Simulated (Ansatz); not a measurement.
# C2H3F2Si (SMILES [H]/[C]=C\[SiH](F)F): UB3LYP/6-31G(d) (spherical functions)

What is the electronic atomisation energy of C2H3F2Si at UB3LYP/6-31G* (spherical functions)? 

The results are computed with Ansatz 0.2.0.

50 further runs of the same task are left out: 50 set aside as unsound or not needed.

### 1 Starting point

C2H3F2Si has 8 atoms, charge 0, and is taken as a doublet. As SMILES, `[H]/[C]=C\[SiH](F)F`. Geometry: relaxed at PBE0-D4/def2-TZVP. This is one conformer, not always the lowest.

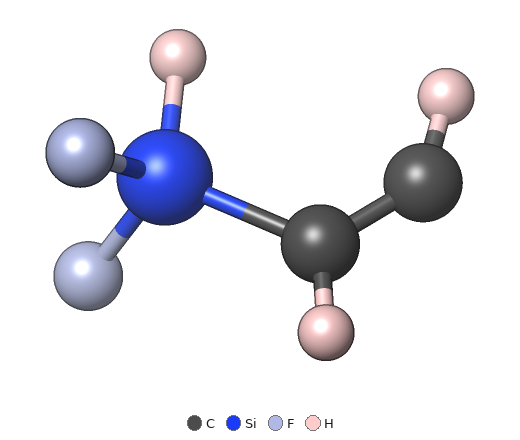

The structure, seen from a chosen angle (carbon dark grey, silicon blue, fluorine light blue, hydrogen pink).

### 2 A single-point energy at UB3LYP/6-31G(d) (spherical functions)

Input file molecule.yaml:

```yaml
basis:
  gaussian: {orbitals: 6-31G_st_-spherical.json}
crystal:
  periodic: [false, false, false]
  atoms:
    - {symbol: C, position_ang: [0.855200, 0.475100, 1.494400]}
    - {symbol: C, position_ang: [0.948700, 0.119800, 0.241900]}
    - {symbol: Si, position_ang: [-0.602400, -0.240700, -0.691900]}
    - {symbol: F, position_ang: [-0.572000, -1.723000, -1.260300]}
    - {symbol: F, position_ang: [-0.719900, 0.713400, -1.955600]}
    - {symbol: H, position_ang: [0.063700, 0.635800, 2.215100]}
    - {symbol: H, position_ang: [1.921500, 0.036900, -0.245900]}
    - {symbol: H, position_ang: [-1.802600, -0.074200, 0.146400]}
magnetization: {spin_polarized: true, initial_magnetization: 1}
hamiltonian: {xc: {name: B3LYP}}
accuracy: high
output: {orbitals: {seedname: orbitals}}
```

The basis set 6-31G* is read from a file made from the Basis Set Exchange's data (not shown).

Run with:

```
$ ansatz run molecule.yaml --threads 1 --pin off --max-ram 3480MiB --events-out events.jsonl --progress --plain --runs-dir runs
```

Standard output:

```text
Warning: RAYON_NUM_THREADS=1 ignored (pool sized by the plan → 1); use --threads N
Functional definition: B3LYP
  name "B3LYP"
  parameter a0 = 0.2
  parameter ax = 0.72
  parameter ac = 0.81
  exchange = (1 - a0 - ax)*slater_x + ax*b88_x + a0*exact_x
  correlation = (1 - ac)*vwn_rpa_c + ac*lyp_c
1816 factors; integrals over basis functions are off by at most 3.3e-9 eV
mean field evaluation 1: about -15429.1871 eV, gradient 3.7e1 eV
mean field evaluation 2: about -15426.3358 eV, gradient 4.8e1 eV
mean field evaluation 4: about -15434.3822 eV, gradient 1.5e0 eV
mean field evaluation 8: about -15434.5762 eV, gradient 3.6e-1 eV
mean field evaluation 16: about -15434.5774 eV, gradient 1.3e-4 eV
mean field -15434.57741868 eV, -567.2102582042 hartree, gradient 4.6e-8 eV, S^2 0.759185; 0 other end points of the search recorded, 0 dependent functions left out
reference -15434.57745630 eV, -567.2102595867 hartree; 24, 23 occupied and 56, 57 virtual orbitals, 1816 factors
Total energy: -15434.57745630 eV, -567.2102595867 hartree
```

Wall time 11 s (1 thread of Arm Neoverse V2, shared host); peak memory 0.38 GiB.

### 3 The C atom

Input file molecule.yaml:

```yaml
basis:
  gaussian:
    orbitals: 6-31G_st_-spherical.json
crystal:
  periodic: [false, false, false]
  atoms:
    - symbol: C
      position_ang: [0.000000, 0.000000, 0.000000]
total_charge: 0
magnetization:
  spin_polarized: true
  initial_magnetization: 2
hamiltonian:
  xc: {name: B3LYP}
accuracy: high
```

The basis set 6-31G* is read from a file made from the Basis Set Exchange's data (not shown).

Run the same way, it converges to -37.84469 Eh (log not shown).

### 4 The F atom at the same level

Input file molecule.yaml:

```yaml
crystal:
  periodic: [false, false, false]
  atoms:
    - {symbol: F, position_ang: [0.000000, 0.000000, 0.000000]}
basis:
  gaussian: {orbitals: 6-31G_st_-spherical.json}
magnetization: {spin_polarized: true, initial_magnetization: 1}
hamiltonian: {xc: {name: B3LYP}}
accuracy: high
```

The basis set 6-31G* is read from a file made from the Basis Set Exchange's data (not shown).

Run with:

```
$ ansatz run molecule.yaml --threads 1 --pin off --max-ram 3480MiB --events-out events.jsonl --progress --plain --runs-dir runs
```

Standard output, shortened:

```text
Warning: RAYON_NUM_THREADS=1 ignored (pool sized by the plan → 1); use --threads N
[... 7 set-up lines as earlier in the session ...]
93 factors; integrals over basis functions are off by at most 1.9e-9 eV
mean field evaluation 1: about -2713.3131 eV, gradient 4.3e0 eV
mean field evaluation 2: about -2713.3547 eV, gradient 2.5e0 eV
mean field evaluation 4: about -2713.3719 eV, gradient 1.3e-2 eV
mean field evaluation 8: about -2713.3719 eV, gradient 1.2e-4 eV
mean field -2713.37188650 eV, -99.7145776393 hartree, gradient 7.3e-9 eV, S^2 0.750949; 0 other end points of the search recorded, 0 dependent functions left out
reference -2713.37189463 eV, -99.7145779380 hartree; 5, 4 occupied and 9, 10 virtual orbitals, 93 factors
Total energy: -2713.37189463 eV, -99.7145779380 hartree
```

Run time: 0.26 s. Hardware: 1 thread of Arm Neoverse V2, shared host.

### 5 The H atom at the same level

Input file input.yaml:

```yaml
crystal:
  periodic: [false, false, false]
  atoms:
    - {symbol: H, position_ang: [0.000000, 0.000000, 0.000000]}
basis:
  gaussian: {orbitals: "6-31G*"}
magnetization: {spin_polarized: true, initial_magnetization: 1}
hamiltonian: {xc: {name: B3LYP}}
accuracy: high
```

Run the same way, it converges to -0.50027 Eh (log not shown).

### 6 The Si atom

Input file input.yaml:

```yaml
crystal:
  periodic: [false, false, false]
  atoms:
    - {symbol: Si, position_ang: [0.000000, 0.000000, 0.000000]}
basis:
  gaussian:
    orbitals: 6-31G_st_-spherical.json
accuracy: high
hamiltonian:
  xc: {name: B3LYP}
magnetization:
  spin_polarized: true
  initial_magnetization: 2
```

The basis set 6-31G* is read from a file made from the Basis Set Exchange's data (not shown).

Run the same way, it converges to -289.36979 Eh (log not shown).

### 7 Outcome

At UB3LYP/6-31G* (spherical functions):

| quantity | value |
| --- | --- |
| molecule: total energy | -567.21026 Eh |
| molecule: HOMO energy (highest over α and β) | -6.52 eV |
| molecule: LUMO energy (lowest over α and β) | -2.35 eV |
| molecule: ⟨S²⟩ | 0.759 |
| C atom: total energy | -37.84469 Eh |
| C atom: ⟨S²⟩ | 2.002 |
| F atom: total energy | -99.71458 Eh |
| F atom: ⟨S²⟩ | 0.751 |
| H atom: total energy | -0.50027 Eh |
| H atom: ⟨S²⟩ | 0.750 |
| Si atom: total energy | -289.36979 Eh |
| Si atom: ⟨S²⟩ | 2.002 |
| electronic atomisation energy | 33.228 eV |

Taking the molecule apart into free atoms costs 33.23 eV (766 kcal/mol), before zero-point energy and without spin-orbit coupling.
